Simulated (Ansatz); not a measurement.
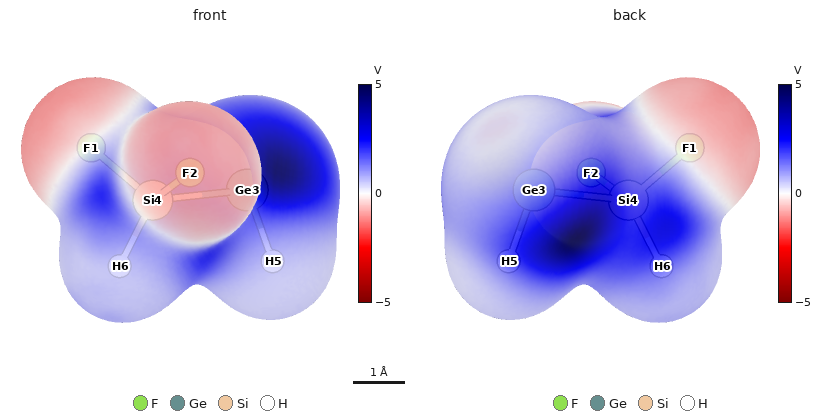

*F$_{2}$GeH$_{2}$Si (SMILES F[SiH](F)[GeH]). The electrostatic potential painted on the density surface at 0.004 e/bohr³, seen from the front and from behind; red is negative and blue positive.*

Geometry: r2SCAN-D4/def2-SVP.

The calculation used isolated molecule in a Gaussian basis; Kohn-Sham density functional theory, functional PBE0 (Ansatz).

Input file:

```
crystal:
  periodic: [false, false, false]
  atoms:
    - {symbol: F, position_ang: [-0.891406, -1.330755, 0.796798]}
    - {symbol: F, position_ang: [0.113734, 0.901662, 1.695796]}
    - {symbol: Ge, position_ang: [-0.650059, 1.345597, -1.331908]}
    - {symbol: Si, position_ang: [0.153487, -0.138922, 0.437534]}
    - {symbol: H, position_ang: [0.850244, 1.877205, -1.431742]}
    - {symbol: H, position_ang: [1.501071, -0.778947, 0.411512]}
basis:
  gaussian: {orbitals: def2-TZVPD}
hamiltonian: {xc: {name: PBE0}}
output: {forces: true, orbitals: {seedname: orbitals}}
```

Command:

```sh
ansatz run input.yaml --threads 2 --pin off --max-ram 4350MiB --events-out events.jsonl --progress --plain --runs-dir runs
```

Which sites attract a positive test charge, and which a negative one?

A positive charge is drawn to the negative regions and a negative charge to the positive ones. The most negative region (about −1.0 V) lies over F1, the most positive (about +4.7 V) over Ge3.

How polar is the molecule by this calculation?

Its dipole moment is 2.21 D.
